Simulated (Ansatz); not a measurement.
Consider ZnSe in the zinc blende structure (space group F-43m, No. 216; a = 5.666 Å).

Now apply this change: an isotropic linear strain of +2.50 %, atoms relaxed at fixed cell.

Calculations: r2SCAN, PAW, 500 eV (Ansatz, a first-principles code; without spin-orbit coupling).

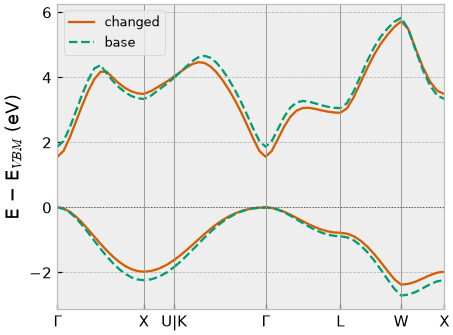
*Highest valence and lowest conduction band along the path, each from its own valence-band maximum*

Task: Read the changed gap and its character from the plot.

Result: About 1.6 eV, direct at Γ.

Gaps are read on the SCF mesh and a high-symmetry path. Whether these cells are dynamically stable was not tested.
